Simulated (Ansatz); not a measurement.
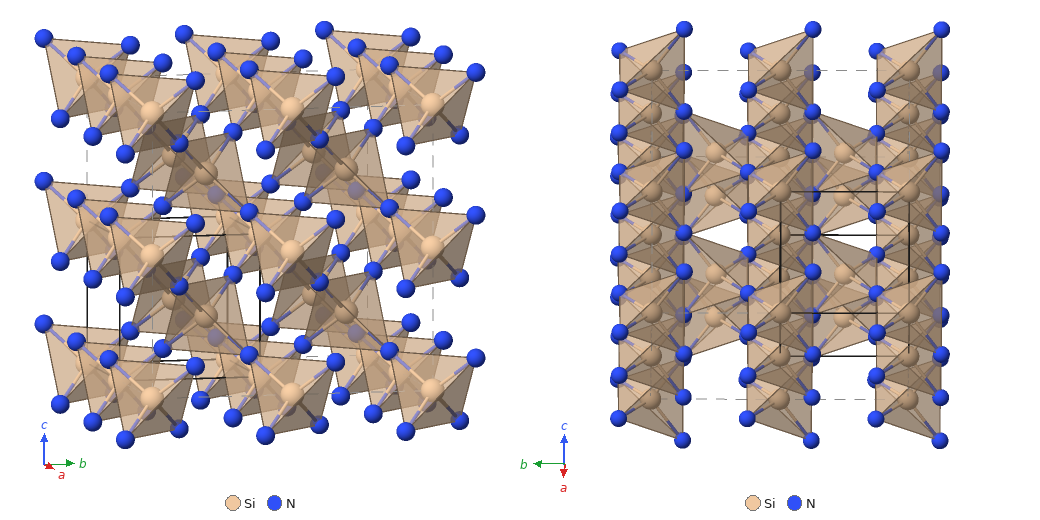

Polyhedra are drawn about Si (bonds: N–Si below 1.9 Å); other atoms are plain spheres. Two views of the same piece.

System SiN₂ (space group Pn-3m, No. 224); source of the atomic positions: the geometry relaxed with DFT PBE, scalar-relativistic, plane waves, PAW in Ansatz 0.2.0; the starting structure was generated, so it need not be a known form of this composition.

What figure surrounds each Si atom, and what does it share with the other drawn polyhedra?

Si: SiN4 tetrahedron, sharing corners with four neighbours.

How do these polyhedra hang together as a whole?

They form a three-dimensional framework of corner-sharing tetrahedra, in two interpenetrating copies.
